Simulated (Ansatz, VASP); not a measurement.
## CuAgOF: VASP beside Ansatz

One calculation is typed for both programs; each brings its own data sets and cutoff. How far apart do they land? The cell is invented: As first built, before any earlier steps moved the atoms: it takes the LiCuOF structure with some of its atoms replaced by other elements, volume scaled by an estimate. It may not be a known or stable phase. The cell comes out of the VASP series on this material, whose earlier steps may have relaxed, scaled or displaced it; both programs get it as it stands.

Main program and level: Ansatz 0.2.0; plane waves, with VASP 6.6.1 beside it; zone-centre phonons at PBE.

### Step 1. The starting structure

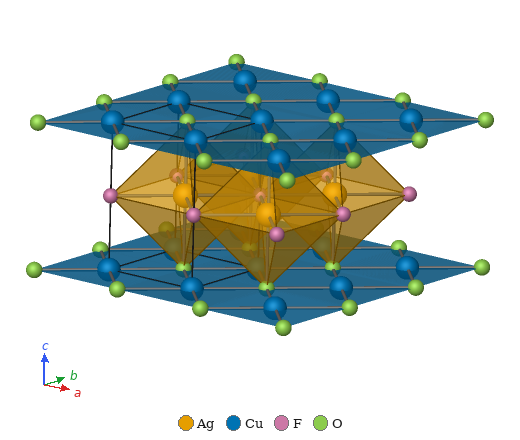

The starting structure, seen from a free direction (silver orange, copper blue, fluorine pink, oxygen green). 2×2×1 cells are drawn. Some periodic images of atoms are drawn too.

### Step 2. Ansatz: zone-centre phonons, PBE

Ansatz runs on its default PAW (the set named soft_2) files.

Second derivatives magnify differences that forces hide, and they need a tight electronic threshold.

Contents of input.yaml:

```yaml
crystal:
  lattice:
    - [3.2526161501, 0.0, 0.0]
    - [0.0, 3.2526161501, 0.0]
    - [0.0, 0.0, 4.6770524075]
  atoms:
    - { symbol: Ag, position: [0.5, 0.5, 0.5] }
    - { symbol: Cu, position: [0.0, 0.0, 0.0] }
    - { symbol: F, position: [0.0, 0.0, 0.5] }
    - { symbol: O, position: [0.5, 0.5, 0.0] }
hamiltonian:
  xc: pbe
  pseudopotentials: { kind: paw }
kpoints:
  mp_grid: { grid: [12, 12, 8] }
scf:
  occupations: { method: methfessel_paxton, width: 0.2 }
phonons:
  method: dfpt
  qpoints: [[0, 0, 0]]
```

The run is started by

```sh
> ansatz run input.yaml --threads 4 --pin off --max-ram 9216MiB --backend cpu --events-out ev --progress --plain --runs-dir out
```

Numbers of over 12 decimals in the logs are rounded to 6 here.

Log:

```text
zone centre: on kpoints.mp_grid the ground state, and the responses unless they are solved on pairs of k-points, stand on 245 of the mesh's 1152 k-points, reduced under 8 symmetry operations, with k and −k counted as one. Each operation leaves every solved displacement unchanged or reverses it
Engine: ansatz 0.2.0, aarch64-unknown-linux-gnu
Pseudopotentials: kind: paw
Pseudopotential: Ag, paw, valence charge 19, recommended cutoff 420 eV (normal), Ag.paw.azcp
Pseudopotential: Cu, paw, valence charge 19, recommended cutoff 420 eV (normal), Cu.paw.azcp
Pseudopotential: F, paw, valence charge 7, recommended cutoff 420 eV (normal), F.paw.azcp
Pseudopotential: O, paw, valence charge 6, recommended cutoff 420 eV (normal), O.paw.azcp
Functional definition: PBE
  parameter kappa = 0.804
  parameter beta = 0.066725
  exchange = pbe_x(kappa = kappa, mu = beta*pi^2/3)
  correlation = pbe_c(beta = beta)
Crystal: 4 atoms, lattice volume = 49.481 Å³
Basis set: ecut = 420 eV, 999 PW (Γ), exchange–correlation on 48×48×64 points (8 copies of the dense FFT grid, shifted against one another)
Bands: 31, of which v1, the nominal top of the filled ones, is band 26 counted from 1 (25 counted from 0)
Symmetry: 16 space group operations
k-points: 245 of 1152 (irreducible under 8 space group operations)
Non-local potential: Ag, projectors of the file, l = 0: 3, l = 1: 2, l = 2: 2, l = 3: 1
Non-local potential: Cu, projectors of the file, l = 0: 3, l = 1: 2, l = 2: 3, l = 3: 1
Non-local potential: F, projectors of the file, l = 0: 2, l = 1: 2, l = 2: 1
Non-local potential: O, projectors of the file, l = 0: 2, l = 1: 2, l = 2: 1
PAW form: soft (Blöchl's): semilocal exchange-correlation on the pseudo side does not see the compensation charge
PAW one-centre angular grid: Ag, 590 points (default); XC on 64 Gauss nodes
PAW one-centre angular grid: Cu, 590 points (default); XC on 64 Gauss nodes
PAW one-centre angular grid: F, 110 points (default); XC on 64 Gauss nodes
PAW one-centre angular grid: O, 110 points (default); XC on 64 Gauss nodes
Initial density: superposition of atomic densities (neutral atoms: chi_scale 0, normalization atom), corrected by the library's trained network
Initial wavefunctions: pseudopotential atomic-orbital guess
Functional: x = pbe(κ = 0.804, μ = 0.219515), c = pbe(β = 0.066725)
SCF iter   1: F=—  HF=-15587.979462 eV  |F-HF|=—  |Δ(HF+E_count)|=         —  Δρ=8.19e-3  dr2=2.74e-2  ethr=1.77e-3  ⟨swp⟩=4.6  Hψ=25628  notcnv=0
preconditioner: auto → Kerker (q_TF=auto, 2.742 Å⁻¹)  [metal: Δε(μ)=0.013 eV  Ē_g=11.635 eV  σ=0.200 eV  W_gap=0.05  n_scr=20 (ndim 8)  ℏωp=31.2 eV  f_vac=0.009  D(μ)=2.68/eV (n_scr^D=28)]
SCF iter   2: F=—  HF=-15587.977278 eV  |F-HF|=—  |Δ(HF+E_count)|=   2.18e-3  S|Δr|=    0.00e0  Δρ=2.89e-3  dr2=4.58e-3  ethr=5.37e-5  ⟨swp⟩=1.1  Hψ=9586  notcnv=0
SCF iter   3: F=—  HF=-15587.976755 eV  |F-HF|=—  |Δ(HF+E_count)|=   5.23e-4  S|Δr|=    0.00e0  Δρ=7.33e-4  dr2=4.28e-4  ethr=8.97e-6  ⟨swp⟩=1.1  Hψ=7390  notcnv=0
SCF iter   4: F=—  HF=-15587.976679 eV  |F-HF|=—  |Δ(HF+E_count)|=   7.57e-5  S|Δr|=    0.00e0  Δρ=3.90e-4  dr2=9.90e-5  ethr=8.39e-7  ⟨swp⟩=1.9  Hψ=8483  notcnv=0
SCF iter   5: F=—  HF=-15587.976666 eV  |F-HF|=—  |Δ(HF+E_count)|=   1.26e-5  S|Δr|=    0.00e0  Δρ=1.26e-4  dr2=1.33e-5  ethr=1.94e-7  ⟨swp⟩=2.2  Hψ=9342  notcnv=0
SCF iter   6: F=—  HF=-15587.976666 eV  |F-HF|=—  |Δ(HF+E_count)|=   7.75e-7  S|Δr|=    0.00e0  Δρ=5.83e-5  dr2=3.08e-6  ethr=2.61e-8  ⟨swp⟩=2.5  Hψ=12835  notcnv=0
SCF iter   7: F=—  HF=-15587.976673 eV  |F-HF|=—  |Δ(HF+E_count)|=   7.30e-6  S|Δr|=    0.00e0  Δρ=1.95e-5  dr2=3.27e-7  ethr=6.04e-9  ⟨swp⟩=2.9  Hψ=12789  notcnv=0
SCF iter   8: F=—  HF=-15587.976673 eV  |F-HF|=—  |Δ(HF+E_count)|=   6.06e-8  S|Δr|=    0.00e0  Δρ=1.06e-5  dr2=1.01e-7  ethr=6.42e-10  ⟨swp⟩=2.1  Hψ=9132  notcnv=0
SCF iter   9: F=—  HF=-15587.976673 eV  |F-HF|=—  |Δ(HF+E_count)|=   5.58e-9  S|Δr|=    0.00e0  Δρ=4.14e-6  dr2=1.25e-8  ethr=1.98e-10  ⟨swp⟩=1.0  Hψ=7464  notcnv=0
SCF iter  10: F=—  HF=-15587.976673 eV  |F-HF|=—  |Δ(HF+E_count)|=  7.24e-10  S|Δr|=    0.00e0  Δρ=9.15e-7  dr2=2.43e-10  ethr=2.46e-11  ⟨swp⟩=2.1  Hψ=10077  notcnv=0
SCF iter  11: F=—  HF=-15587.976673 eV  |F-HF|=—  |Δ(HF+E_count)|=  9.82e-11  S|Δr|=    0.00e0  Δρ=5.57e-7  dr2=1.20e-10  ethr=1.00e-12  ⟨swp⟩=2.0  Hψ=13518  notcnv=0
SCF iter  12: F=—  HF=-15587.976673 eV  |F-HF|=—  |Δ(HF+E_count)|=  1.46e-11  S|Δr|=    0.00e0  Δρ=1.69e-7  dr2=1.06e-11  ethr=1.00e-12  ⟨swp⟩=1.0  Hψ=7363  notcnv=0
SCF iter  13: F=-15587.976673 eV  HF=-15587.976673 eV  |F-HF|=0.00e0  |Δ(HF+E_count)|=  3.64e-12  S|Δr|=    0.00e0  Δρ=5.40e-8  dr2=9.94e-13  ethr=1.00e-12  ⟨swp⟩=7.1  Hψ=30807  notcnv=0
SCF 1 converged in 13 iterations: F = -15587.976673 eV  dr2 = 9.94e-13
  greatest PAW one-centre occupation: 1.000 electrons in one spin orbital (limit 2), on the Cu atom at site 1 (counted from 0), in its partial waves of l = 0
DFPT response loops at Γ: preconditioner auto → Kerker (q_TF=auto, 2.742 Å⁻¹) (partly filled bands, converged f_vac=0.008); β = 1.00, the filter's whole step (`scf.mixing.beta` (0.50) is not read by the response loops under this deck's `scf.mixing.preconditioner`; to damp them name `kerker` or `kerker_dos`, under which they read `scf.mixing.beta`, and type it under 1.00, their step now; both keys bind the ground state too); Broyden in place of MSR1
SCF converged after 13 iterations
Stability not checked: this state was not tested for a lower state beside it, because cold or Methfessel-Paxton smearing, or corrected tetrahedra, fill the levels in a way that the test cannot read (fill_not_monotonic; see scf.lower_state_search)
Free energy (F): -15587.976673 eV
Harris-Foulkes:  -15587.976673 eV  (|F-HF|=0.00e0)
Internal energy: -15587.978277 eV  (E = F + TS)
E sigma→0 (E₀):  -15587.977074 eV
Entropy (-TS):   0.001605 eV (0.401 meV/atom)
Fermi energy:    10.840760 eV
--- Per-component energies (eV) ---
  E_band       = -750.558577
  E_kinetic    = 1202.387490
  E_local      = -7857.416346  (includes V_loc(G=0)·N_el)
  E_nonlocal   = 609.002428
  E_hartree    = 3410.897747
  E_xc         = -422.131466
  E_vxc        = -538.995672  (∫ρ·V_xc dr)
  E_paw        = -5935.795048  (= ΣΔE_a)
  E_vpaw       = -987.337038  (= ΣTr[D̂ρ^β])
  E_aug_tail   = 0.005132  (compensation charges beyond the density's cutoff)
  E_ewald      = -6594.928215
  E_smearing   = 0.001605  (= −TS)
  E_closure    = 0.000000  (closes the sum)
  Σ components = -15587.976673   (vs F -15587.976673, Δ=0.00e0)
--- Band table (eV; the first three rows and the last of 245) ---
  k-point 0: bands = [... 22 lower, 9.5573, 9.6993, 9.8052, 9.8052, 10.6092, 15.8118, 18.6552, 23.0524, ... 1 higher]
  k-point 1: bands = [... 22 lower, 9.5545, 9.8078, 9.8078, 9.8494, 10.9434, 15.7105, 18.8837, 23.0619, ... 1 higher]
  k-point 2: bands = [... 22 lower, 9.5478, 9.8094, 9.8094, 10.0061, 11.8051, 15.4082, 19.5830, 23.0871, ... 1 higher]
  k-point 244: bands = [... 22 lower, 9.7412, 9.8151, 10.2919, 10.6195, 15.9892, 18.6922, 19.2131, 19.2131, ... 1 higher]
--- Phonons (Γ-DFPT): 8 representative perturbations + reference, on 245 of 1152 k-points (Σ response iterations 28) ---
  k mesh reduced under 8 symmetry operations, with k and −k counted as one. Each operation leaves every solved displacement unchanged or reverses it
  ASR residual: 2.629e-4 → 0.000e0 eV/Å²; symmetrization residual: 5.983e-6 eV/Å²
  ASR residual per site (eV/Å²): 8.04e-5 2.63e-4 1.98e-4 7.16e-5
  Γ frequencies (cm⁻¹): -54.02 -51.63 -51.63 0.00 0.00 0.00 125.37 125.37 173.26 341.07 341.07 347.53
  non-analytic LO–TO correction: not included (Born effective charges unavailable; polar crystals: no LO–TO splitting at Γ)
--- Phonons (arbitrary-q DFPT): 1 explicit q-point ---
  q = [0, 0, 0] (of the zone-centre solve; hermiticity 1.45e-6, symmetrization 2.14e-13): -54.02 -51.63 -51.63 -0.00 -0.00 0.00 125.37 125.37 173.26 341.07 341.07 347.53
  sum rule: each row above includes the acoustic sum rule's correction from the zone centre's row sums; it moved no ω² by more than (1.68 cm⁻¹)²
```

Elapsed: 84 s, on 4 threads of Arm Neoverse V1, shared host; peak memory 1.3 GiB; 5.3 min of CPU time.

(Part 1 of 3 ends here.)

[Lines on the potential files, build, host, timing and source positions are cut from VASP's logs without a mark.]

[Logs are printed without paths, hosts, clocks, repeated set-up lines and the standing remarks that a program may print on its own settings, such as how far it seeks lower states.]

[Hosts, paths, dates, database ids (printed as entryN), source tags and the programs' standing remarks are cut or masked in the printed files.]
